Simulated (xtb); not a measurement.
**Run report: SiH₃O₃, geometry relaxation (part 3 of 3)**

The same run, continued: SiH₃O₃, multiplicity 2; GFN2-xTB (xtb 6.7.1). The atoms were displaced at random from an optimised geometry.

Geometry of the input (Å):
```
O  -1.0812  1.1210  0.1017
Si -0.2263  -0.4797  0.0357
O  0.5650  -0.8304  1.3121
O  0.8549  -0.2836  -1.2199
H  -1.8507  1.1200  0.6369
H  1.4715  -0.7512  1.3892
H  0.5052  0.1351  -2.0397
```

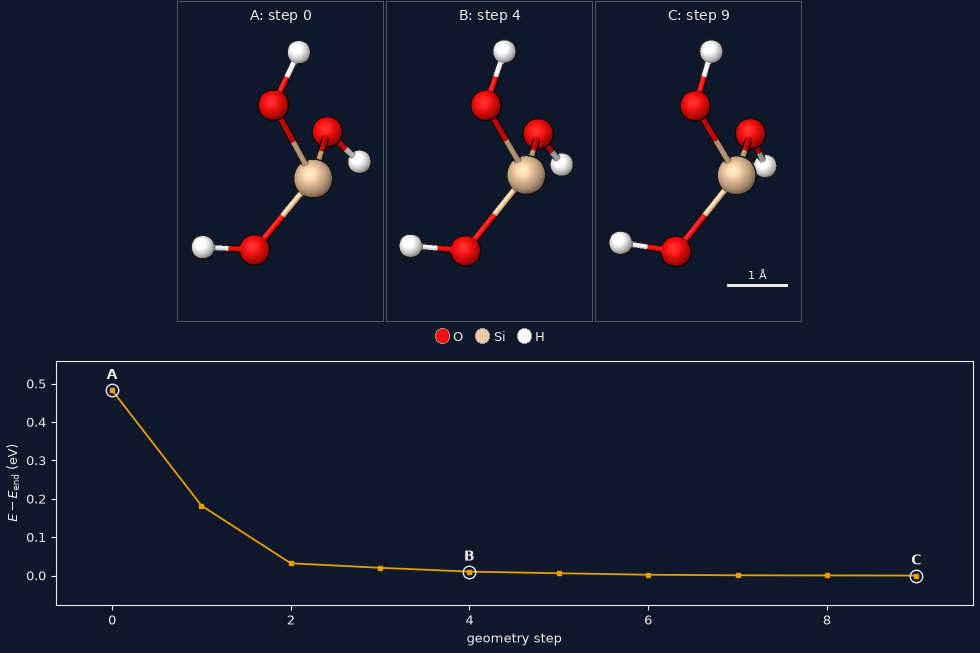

Fig. 1: Frames of the relaxation (ball-and-stick view, seen at a tilt) above the curves, on which the letters mark them (steps are counted from 0).

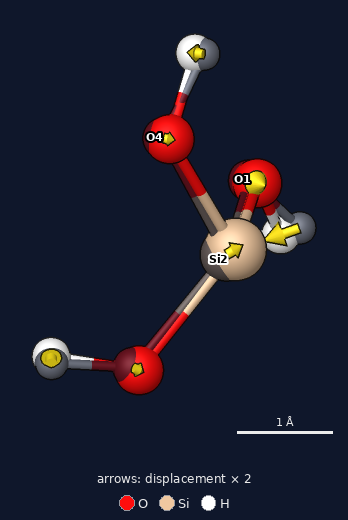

Fig. 2: Start (faint) and end (solid) with the displacements as yellow arrows, magnified 2 times (ball-and-stick view, seen at a tilt). The two geometries are laid on each other by the best rigid fit. The largest move after the best rigid fit is that of H5, 0.21 Å. Largest moves by element: H 0.21 Å, O 0.18 Å, Si 0.11 Å. Among the contacts that change: O1–Si2 1.816 → 1.647 Å, Si2–O3 1.542 → 1.626 Å, O3–H6 0.913 → 0.959 Å, Si2–O4 1.668 → 1.633 Å. Among the angles that change: Si2–O1–H5 114.0° → 119.7°, Si2–O3–H6 124.0° → 118.5°, Si2–O4–H7 116.5° → 118.8°. After 9 geometry steps the energy has fallen by 0.483 eV. (Atoms are counted from 1 in the order of the input.)

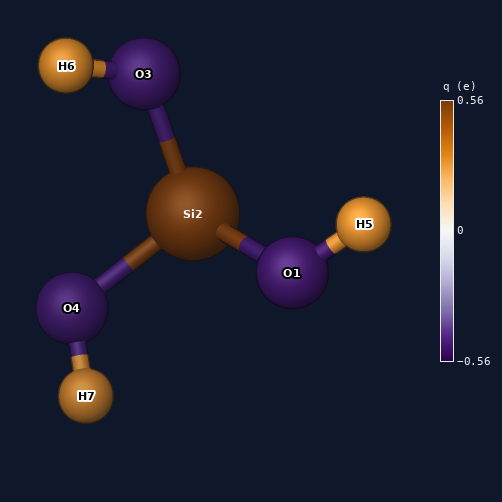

Fig. 3: Mulliken charges, as the colour of each atom (ball-and-stick view, seen at a tilt; atoms are numbered from 1 in the order of the input). By element: O −0.48, Si +0.54 and H +0.30 e.

**Results in brief**

| quantity | value |
| --- | --- |
| outcome | converged |
| electrons treated | 25 |
| total energy | −15.522858 hartree |
| dispersion energy | −0.002998 hartree |
| basis functions | 25 |
| dipole moment | 1.31 D |
| peak memory | 0.075 GiB |

**Notes**

Settings chosen away from the usual ones: method = gfn2-xtb; task = optimise; opt_level = lax; x = {}; partner = base.
